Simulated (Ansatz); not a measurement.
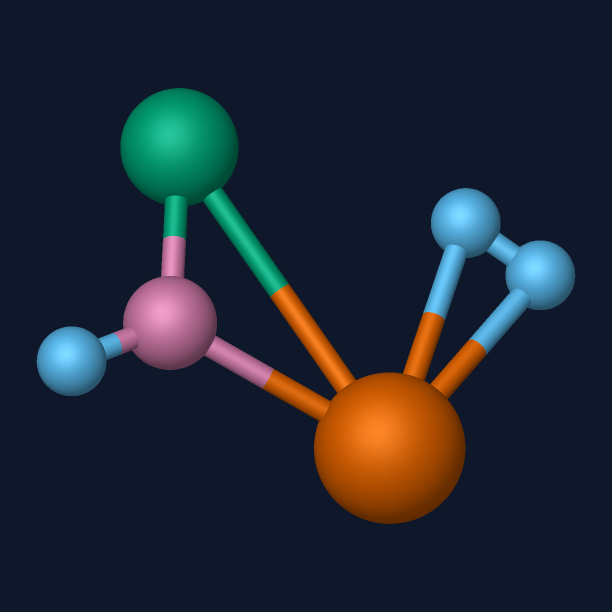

Ball-and-stick drawing of a structure. Every bond is drawn as one stick, whatever its order. Colours: nitrogen pink, silicon teal, sodium orange, hydrogen blue.

State: neutral, doublet. The geometry was computed by an optimisation with PBE0-D4/def2-TZVP. No frequency run is at hand to confirm it as a minimum.

Count the atoms of each element.

H₃NNaSi, 6 atoms: 3 hydrogen, 1 nitrogen, 1 sodium and 1 silicon.

How many bonds of each kind are drawn?

2 Na–H, 1 N–Si, 1 Na–Si, 1 N–H, 1 N–Na, 1 H–H. Sticks follow a distance rule.

How many sets of symmetry-equivalent atoms are there?

6: 1 N, 1 Si, 1 Na, 1 H, 1 H, 1 H.

Give the symmetry (Schoenflies symbol).

Cs.

The parts below concern this one geometry. Atoms keep their numbers from picture to picture.

## Electronic properties

No frequency run is at hand to confirm it as a minimum. Method: UKS PBE0-D4/def2-TZVPP (Ansatz 0.2.0).

Estimate the HOMO energy (Kohn–Sham orbital).

−3.26 eV.

What is the ⟨S²⟩ of the determinant?

0.758.

## Charges

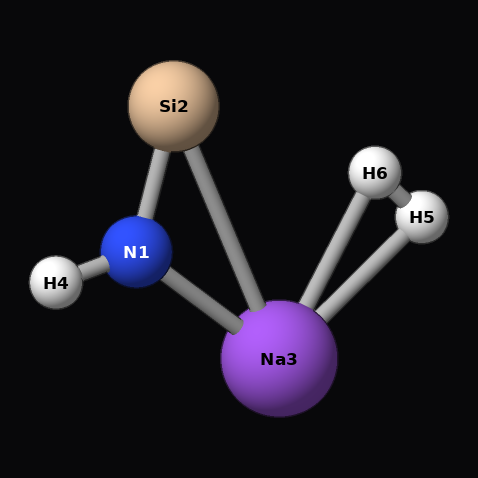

The questions are on Mulliken charges. No frequency run is at hand to confirm it as a minimum. Level of theory: UKS PBE0-D4/def2-TZVP (Ansatz 0.2.0).

List the Mulliken charges.

| atom | value (e) |
| --- | --- |
| N1 | −0.78 |
| Si2 | 0.01 |
| Na3 | 0.57 |
| H4 | 0.22 |
| H5 | −0.04 |
| H6 | 0.03 |

## Dipole moment

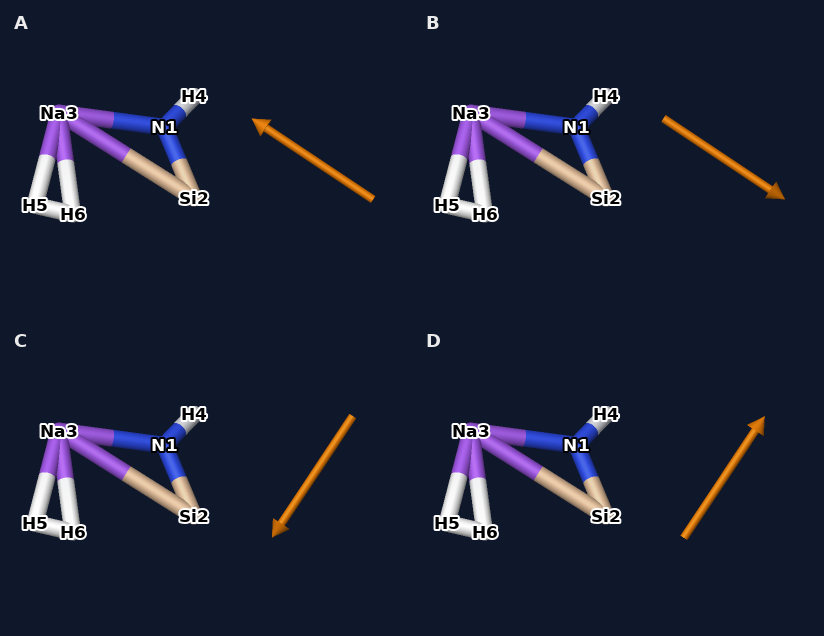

The same molecule four times, each with an arrow. No frequency run is at hand to confirm it as a minimum. Properties computed with UKS PBE0-D4/def2-TZVP (Ansatz 0.2.0).

Which arrow points along the dipole moment, from the negative to the positive end?

A. The dipole moment is 5.85 D; it points from the side of Si2 to the side of Na3 (the outermost atoms at the two ends).

Mulliken values depend strongly on the basis set and can even reverse the polarity of a bond.
